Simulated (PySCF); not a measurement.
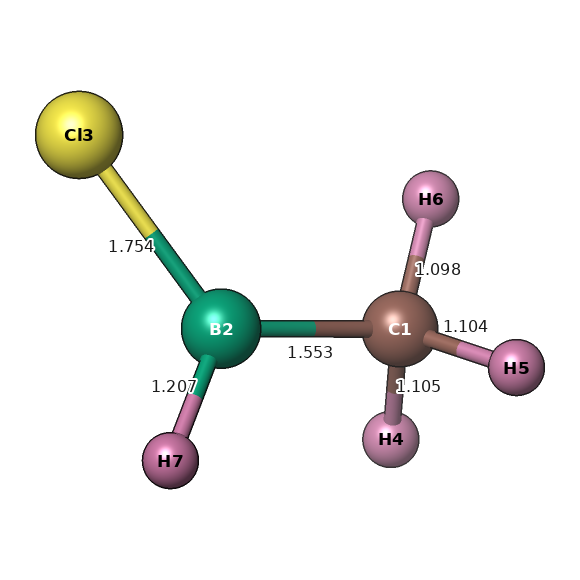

Bond lengths are marked in Å; every bond is drawn as one stick. The geometry was computed by an optimisation with PBE0-D3(BJ)/def2-SVP. No frequency run is at hand to confirm it as a minimum.

Assign a bond order to each marked bond.

C1–B2 single; C1–H4 single; C1–H5 single; C1–H6 single; B2–Cl3 single; B2–H7 single.

Write the SMILES.

CBCl
